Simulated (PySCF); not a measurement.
# ReO3Br: forces at shaken geometries

Aim: move all atoms of relaxed ReO3Br at random and read energies and forces. The species was built from a template and needn't be a known compound.

Method: B3LYP, Re def2-SVP with ECP60, O def2-SVP, Br def2-SVP; scalar-relativistic core potentials, no spin–orbit coupling; program: PySCF 2.14.0.

3 further runs of the same task are left out: 2 for a known fault of the program, 1 that didn't finish.

### 1 The starting structure

5 atoms, charge 0, spin multiplicity 1.

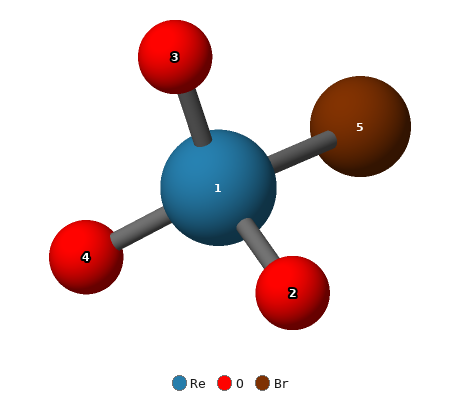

The structure; rhenium blue, oxygen red, bromine brown; atoms are numbered from 1 in the order of the file.

As a file:

```
Re    0.2765   -0.2765    0.2765
O     1.2628    0.7022    1.2628
O    -0.7022   -1.2628    1.2628
O     1.2628   -1.2628   -0.7022
Br   -1.1152    1.1152   -1.1152
```

Formal oxidation states: Re +7. An earlier session relaxed this geometry at B3LYP, Re def2-SVP with ECP60, O def2-SVP, Br def2-SVP (singlet, point group C3v).

Its energy there is -2877.815034 Eh.

### 2 Atoms moved at random, σ = 0.1 Å

run.py (the lines that set the calculation)

```python
mol = gto.M(atom='''
Re     0.33286    -0.12544     0.43080
O      1.30857     0.60880     1.21915
O     -0.76457    -1.24202     1.29741
O      1.26060    -1.30091    -0.69963
Br    -1.15264     1.07474    -1.26292''',
    basis={'Re': 'def2-SVP', 'O': 'def2-SVP', 'Br': 'def2-SVP'},
    ecp={'Re': 'def2-SVP'},
    charge=0, spin=0)
mf = dft.RKS(mol, xc='B3LYP')
mf.grids.atom_grid = (50, 194)
mf = mf.density_fit()  # fitting sets: Re def2-universal-JKFIT, O def2-universal-JKFIT, Br def2-universal-JKFIT
mf.conv_tol = 1e-08; mf.max_cycle = 55
mf.kernel(dm0)  # dm0: the density of the relaxed state
```

Started as:

```bash
> OMP_NUM_THREADS=2 python run.py
```

Output:

```text
init E= -2877.63751025603
  HOMO = -0.387046706638246  LUMO = -0.235873923021419  gap/eV = 4.11362
cycle= 1 E= -2877.60401830236  delta_E= 0.0335  |g|= 0.58  |ddm|= 1.04
  HOMO = -0.232640379984166  LUMO = -0.118091187799431  gap/eV = 3.11704
cycle= 2 E= -2876.97396088007  delta_E= 0.63  |g|= 1.89  |ddm|= 1.65
  HOMO = -0.310832624326257  LUMO = -0.145381161855533  gap/eV = 4.50216
cycle= 3 E= -2877.59244582784  delta_E= -0.618  |g|= 0.622  |ddm|= 1.43
  HOMO = -0.314245465697494  LUMO = -0.16429575240469  gap/eV = 4.08034
cycle= 4 E= -2877.6655082977  delta_E= -0.0731  |g|= 0.18  |ddm|= 0.546
  HOMO = -0.32201350371963  LUMO = -0.170326650901839  gap/eV = 4.12761
cycle= 5 E= -2877.66810142143  delta_E= -0.00259  |g|= 0.135  |ddm|= 0.169
  HOMO = -0.321970887946998  LUMO = -0.167303085564642  gap/eV = 4.20873
cycle= 6 E= -2877.67154811753  delta_E= -0.00345  |g|= 0.0392  |ddm|= 0.109
  HOMO = -0.321134633397451  LUMO = -0.166832665976019  gap/eV = 4.19877
cycle= 7 E= -2877.6718649377  delta_E= -0.000317  |g|= 0.00608  |ddm|= 0.0265
  HOMO = -0.321280600921285  LUMO = -0.166738537597433  gap/eV = 4.20530
cycle= 8 E= -2877.67187196164  delta_E= -7.02e-06  |g|= 0.00169  |ddm|= 0.00464
  HOMO = -0.321258408057985  LUMO = -0.166881918183376  gap/eV = 4.20080
cycle= 9 E= -2877.67187244494  delta_E= -4.83e-07  |g|= 0.000738  |ddm|= 0.00262
  HOMO = -0.321282049647934  LUMO = -0.166824427446835  gap/eV = 4.20301
cycle= 10 E= -2877.67187263726  delta_E= -1.92e-07  |g|= 0.000145  |ddm|= 0.00116
  HOMO = -0.321281357154897  LUMO = -0.166828330753367  gap/eV = 4.20288
cycle= 11 E= -2877.67187264402  delta_E= -6.77e-09  |g|= 2.95e-05  |ddm|= 0.000208
  HOMO = -0.32127743470567  LUMO = -0.166827477524097  gap/eV = 4.20280
Extra cycle  E= -2877.67187264316  delta_E= 8.58e-10  |g|= 7.65e-05  |ddm|= 8.37e-05
converged SCF energy = -2877.67187264316
```

It took 3.9 s on 2 threads of Arm Neoverse V2, shared host.

Result: E = -2877.671873 Eh (+3.896 eV from the relaxed state), HOMO -8.74 eV, LUMO -4.54 eV, Mulliken charge on Re1 +1.05 e, largest force component 19.925 eV/Å. 

| atom | Fx | Fy | Fz (eV/Å) |
| --- | --- | --- | --- |
| Re1 | -18.395 | -19.925 | -19.459 |
| O2 | 17.649 | 13.685 | 15.254 |
| O3 | 2.105 | 2.591 | -0.401 |
| O4 | -2.276 | 3.851 | 3.430 |
| Br5 | 0.916 | -0.202 | 1.176 |

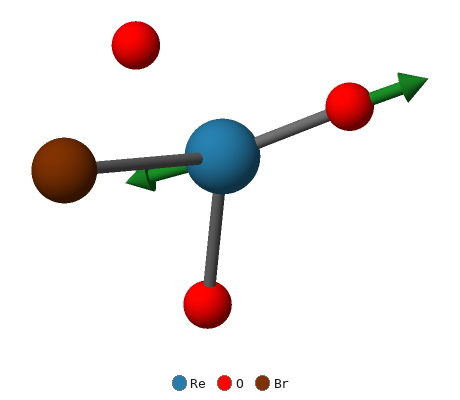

Forces as arrows, the longest for the largest force.

### 3 Atoms moved at random, σ = 0.15 Å

run.py (the lines that set the calculation)

```python
mol = gto.M(atom='''
Re     0.42904    -0.45766     0.41448
O      1.20412     0.78759     1.39335
O     -0.85449    -1.36780     1.15087
O      1.26768    -1.12666    -0.66997
Br    -1.06154     1.17972    -1.30390''',
    basis={'Re': 'def2-SVP', 'O': 'def2-SVP', 'Br': 'def2-SVP'},
    ecp={'Re': 'def2-SVP'},
    charge=0, spin=0)
mf = dft.RKS(mol, xc='B3LYP')
mf.grids.atom_grid = (50, 194)
mf = mf.density_fit()  # fitting sets: Re def2-universal-JKFIT, O def2-universal-JKFIT, Br def2-universal-JKFIT
mf.conv_tol = 1e-08; mf.max_cycle = 55
mf.kernel(dm0)  # dm0: the density of the relaxed state
```

Started as:

```bash
> OMP_NUM_THREADS=2 python run.py
```

Output:

```text
init E= -2877.50131493502
  HOMO = -0.402618543278005  LUMO = -0.297745409969498  gap/eV = 2.85374
cycle= 1 E= -2877.64744299485  delta_E= -0.146  |g|= 0.561  |ddm|= 1.44
  HOMO = -0.260956137020655  LUMO = -0.132378181193474  gap/eV = 3.49878
cycle= 2 E= -2877.36616234709  delta_E= 0.281  |g|= 1.28  |ddm|= 1.56
  HOMO = -0.310033120409237  LUMO = -0.177158518769338  gap/eV = 3.61570
cycle= 3 E= -2877.71480304668  delta_E= -0.349  |g|= 0.158  |ddm|= 1.05
  HOMO = -0.312104175325778  LUMO = -0.191115542418696  gap/eV = 3.29227
cycle= 4 E= -2877.71345432674  delta_E= 0.00135  |g|= 0.175  |ddm|= 0.254
  HOMO = -0.316491710579317  LUMO = -0.189408004369918  gap/eV = 3.45812
cycle= 5 E= -2877.7197340193  delta_E= -0.00628  |g|= 0.0424  |ddm|= 0.15
  HOMO = -0.318960013577938  LUMO = -0.188362708453073  gap/eV = 3.55373
cycle= 6 E= -2877.71998179859  delta_E= -0.000248  |g|= 0.0211  |ddm|= 0.056
  HOMO = -0.31633738287817  LUMO = -0.188226891221633  gap/eV = 3.48606
cycle= 7 E= -2877.72010585539  delta_E= -0.000124  |g|= 0.00826  |ddm|= 0.0328
  HOMO = -0.316272780992895  LUMO = -0.187971445445389  gap/eV = 3.49126
cycle= 8 E= -2877.72010897013  delta_E= -3.11e-06  |g|= 0.00722  |ddm|= 0.0101
  HOMO = -0.316456085875701  LUMO = -0.188151190747943  gap/eV = 3.49135
cycle= 9 E= -2877.72011979572  delta_E= -1.08e-05  |g|= 0.000739  |ddm|= 0.00563
  HOMO = -0.316486405265528  LUMO = -0.18814783037564  gap/eV = 3.49227
cycle= 10 E= -2877.72011998067  delta_E= -1.85e-07  |g|= 0.000234  |ddm|= 0.00125
  HOMO = -0.316491722141  LUMO = -0.188146958738979  gap/eV = 3.49244
cycle= 11 E= -2877.72011999517  delta_E= -1.45e-08  |g|= 5.59e-05  |ddm|= 0.000307
  HOMO = -0.316485765750169  LUMO = -0.188147829774416  gap/eV = 3.49225
cycle= 12 E= -2877.72011999607  delta_E= -9.04e-10  |g|= 1.27e-05  |ddm|= 8.24e-05
  HOMO = -0.316487909729945  LUMO = -0.188147465172505  gap/eV = 3.49232
Extra cycle  E= -2877.72011999594  delta_E= 1.37e-10  |g|= 3.01e-05  |ddm|= 3.91e-05
converged SCF energy = -2877.72011999594
```

It took 4 s on 2 threads of Arm Neoverse V2, shared host.

Result: E = -2877.720120 Eh (+2.583 eV from the relaxed state), HOMO -8.61 eV, LUMO -5.12 eV, Mulliken charge on Re1 +1.02 e, largest force component 11.641 eV/Å. 

```
atom       Fx      Fy  Fz (eV/Å)
 Re1  -11.641  11.520     10.117
  O2   -0.199  -1.908     -0.823
  O3    1.150  -0.334     -0.167
  O4    9.371  -7.799    -10.720
 Br5    1.320  -1.479      1.594
```

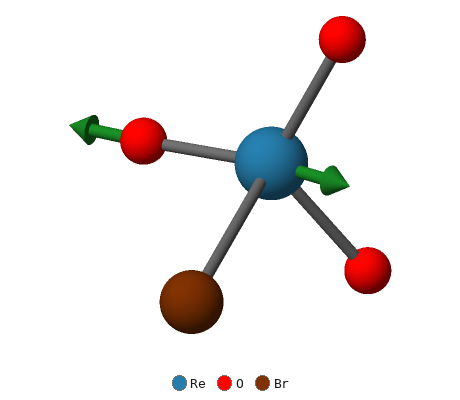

Forces as arrows, the longest for the largest force.

### 4 Atoms moved at random, σ = 0.15 Å

run.py (the lines that set the calculation)

```python
mol = gto.M(atom='''
Re     0.28692    -0.27060     0.41709
O      1.05396     0.64555     1.22566
O     -0.58018    -1.12213     1.25386
O      1.44262    -1.40122    -0.70156
Br    -1.21851     1.16358    -1.21022''',
    basis={'Re': 'def2-SVP', 'O': 'def2-SVP', 'Br': 'def2-SVP'},
    ecp={'Re': 'def2-SVP'},
    charge=0, spin=0)
mf = dft.RKS(mol, xc='B3LYP')
mf.grids.atom_grid = (50, 194)
mf = mf.density_fit()  # fitting sets: Re def2-universal-JKFIT, O def2-universal-JKFIT, Br def2-universal-JKFIT
mf.conv_tol = 1e-08; mf.max_cycle = 55
mf.kernel(dm0)  # dm0: the density of the relaxed state
```

Started as:

```bash
> OMP_NUM_THREADS=2 python run.py
```

Output:

```text
init E= -2877.7925012726
  HOMO = -0.357382723314354  LUMO = -0.16129375271468  gap/eV = 5.33585
cycle= 1 E= -2877.35563061586  delta_E= 0.437  |g|= 0.961  |ddm|=  1.3
  HOMO = -0.194745670622189  LUMO = -0.146903941759294  gap/eV = 1.30184
cycle= 2 E= -2870.87252791433  delta_E= 6.48  |g|= 4.29  |ddm|= 4.18
  HOMO = -0.273978868573811  LUMO = -0.111914216205106  gap/eV = 4.41000
cycle= 3 E= -2877.38972959046  delta_E= -6.52  |g|= 0.922  |ddm|= 3.98
  HOMO = -0.292782152026399  LUMO = -0.147222305437552  gap/eV = 3.96089
cycle= 4 E= -2877.55351217034  delta_E= -0.164  |g|= 0.261  |ddm|= 0.858
  HOMO = -0.301326778121463  LUMO = -0.148255086768911  gap/eV = 4.16529
cycle= 5 E= -2877.56378789819  delta_E= -0.0103  |g|= 0.0953  |ddm|= 0.256
  HOMO = -0.306011330505615  LUMO = -0.147711807112184  gap/eV = 4.30755
cycle= 6 E= -2877.56542195135  delta_E= -0.00163  |g|= 0.0449  |ddm|= 0.133
  HOMO = -0.303310813418965  LUMO = -0.145065107893548  gap/eV = 4.30608
cycle= 7 E= -2877.5656886098  delta_E= -0.000267  |g|= 0.0279  |ddm|= 0.045
  HOMO = -0.303387504611659  LUMO = -0.144772234059127  gap/eV = 4.31614
cycle= 8 E= -2877.56577595781  delta_E= -8.73e-05  |g|= 0.0183  |ddm|= 0.0145
  HOMO = -0.304589491714611  LUMO = -0.145189320470697  gap/eV = 4.33750
cycle= 9 E= -2877.56583070064  delta_E= -5.47e-05  |g|= 0.00972  |ddm|= 0.00962
  HOMO = -0.304771621706532  LUMO = -0.144976576419126  gap/eV = 4.34824
cycle= 10 E= -2877.56584739906  delta_E= -1.67e-05  |g|= 0.00435  |ddm|= 0.00534
  HOMO = -0.305048074915766  LUMO = -0.145010191804956  gap/eV = 4.35485
cycle= 11 E= -2877.56585159701  delta_E= -4.2e-06  |g|= 0.000382  |ddm|= 0.0032
  HOMO = -0.305069524387789  LUMO = -0.145003498483841  gap/eV = 4.35562
cycle= 12 E= -2877.56585163684  delta_E= -3.98e-08  |g|= 6.98e-05  |ddm|= 0.000457
  HOMO = -0.305067740686994  LUMO = -0.145002214261286  gap/eV = 4.35560
cycle= 13 E= -2877.56585163849  delta_E= -1.65e-09  |g|= 2.13e-05  |ddm|= 0.000122
  HOMO = -0.305063247397167  LUMO = -0.145003010772265  gap/eV = 4.35546
Extra cycle  E= -2877.56585163734  delta_E= 1.15e-09  |g|= 7.71e-05  |ddm|= 8.04e-05
converged SCF energy = -2877.56585163734
```

It took 4.1 s on 2 threads of Arm Neoverse V2, shared host.

Result: E = -2877.565852 Eh (+6.781 eV from the relaxed state), HOMO -8.30 eV, LUMO -3.95 eV, Mulliken charge on Re1 +1.01 e, largest force component 37.694 eV/Å. 

```csv
atom,Fx,Fy,Fz (eV/Å)
Re1,0.449,-7.608,-37.694
O2,16.016,18.732,17.805
O3,-13.979,-13.774,14.725
O4,-3.552,3.678,3.895
Br5,1.066,-1.028,1.268
```

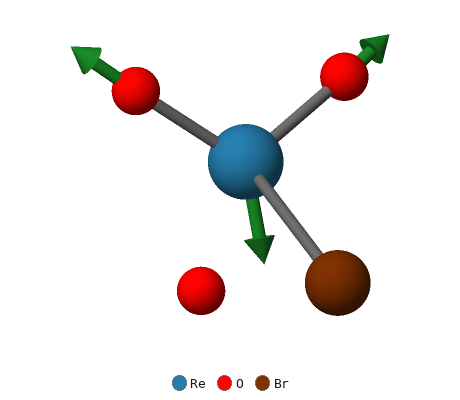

Forces as arrows, the longest for the largest force.

### 5 The displacements side by side

| σ (Å) | energy rise (eV) | harmonic estimate −½ F·u (eV) | largest force component (eV/Å) |
| --- | --- | --- | --- |
| 0.1 | 3.896 | 4.305 | 19.93 |
| 0.15 | 2.583 | 2.267 | 11.64 |
| 0.15 | 6.781 | 7.804 | 37.69 |

Every displacement raises the energy. For a harmonic well the rise equals −½ F·u; the two differ by at most 15 % here (a move with σ = 0.15 Å), from anharmonicity, the grid and the small forces left at the relaxed point. The bases are small and lack diffuse functions. Spin–orbit coupling is left out.
